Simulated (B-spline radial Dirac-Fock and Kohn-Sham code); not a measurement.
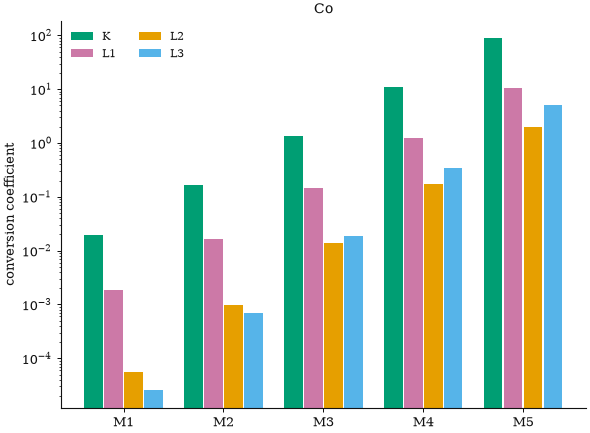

Internal conversion coefficients by shell for magnetic multipoles at a transition energy of 127 keV (K and L shells). It refers to cobalt (Z = 27). Level of theory: a Dirac–Hartree–Slater potential of the neutral atom, no hole, surface-current nucleus; calculated with a radial B-spline solver.

**Which of the shells shown converts most for M4?**

K, with α = 10.8 out of 12.6 for those shown.

**What are the L1 : L2 : L3 ratios for M4?**

3.66 : 0.511 : 1.

**How does the sum of the shells shown change with multipole order?**

From 0.0215 for M1 to 106 for M5.
